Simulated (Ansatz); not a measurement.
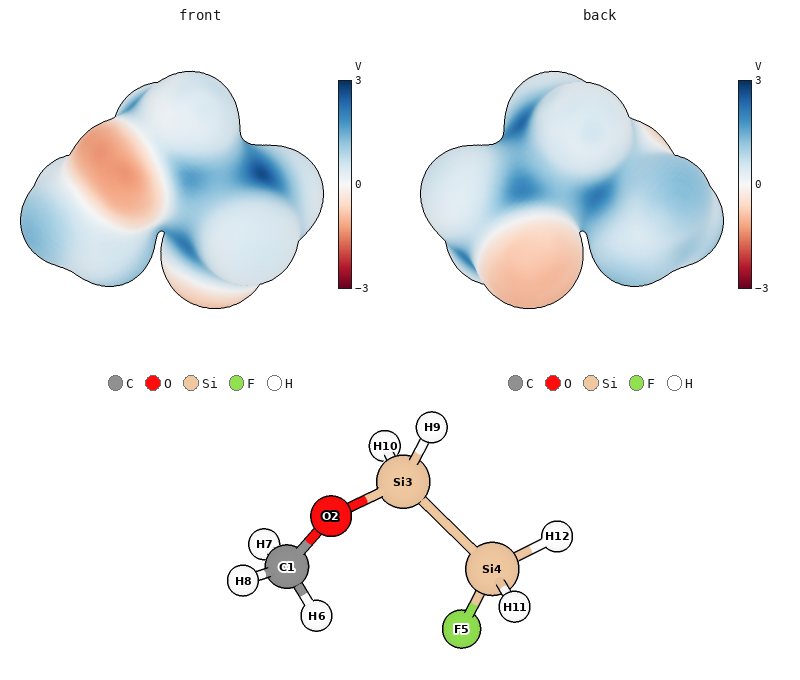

CH$_{7}$FOSi$_{2}$ (SMILES CO[SiH2][SiH2]F). The molecular electrostatic potential painted on the density surface at 0.004 e/bohr³, seen from the front and from behind; the colour scale runs from red (negative) to blue (positive). The bare structure is drawn below in the same view.

Geometry: PBE0-D4/def2-TZVP.

These are results of Ansatz, RKS PBE0-D4/def2-TZVPP, not measurements.

```yaml
atoms:
  - { symbol: C, position_ang: [-1.5786, 0.2380, 1.1797] }
  - { symbol: O, position_ang: [-0.4781, -0.6414, 1.2622] }
  - { symbol: Si, position_ang: [0.9860, -0.2904, 0.5996] }
  - { symbol: Si, position_ang: [0.8892, -0.1514, -1.7495] }
  - { symbol: F, position_ang: [-0.1201, 1.0291, -2.1795] }
  - { symbol: H, position_ang: [-1.8703, 0.4252, 0.1400] }
  - { symbol: H, position_ang: [-1.3576, 1.1997, 1.6566] }
  - { symbol: H, position_ang: [-2.4199, -0.2226, 1.6994] }
  - { symbol: H, position_ang: [1.9005, -1.3958, 0.9834] }
  - { symbol: H, position_ang: [1.5143, 0.9990, 1.1368] }
  - { symbol: H, position_ang: [0.3860, -1.4065, -2.3689] }
  - { symbol: H, position_ang: [2.2254, 0.1618, -2.3260] }
```

Q: Describe the electrostatic potential map.

A: The most negative region (about −1.3 V) lies over O2, the most positive (about +2.3 V) over Si3 and Si4. O2 is the likeliest acceptor of a hydrogen bond.
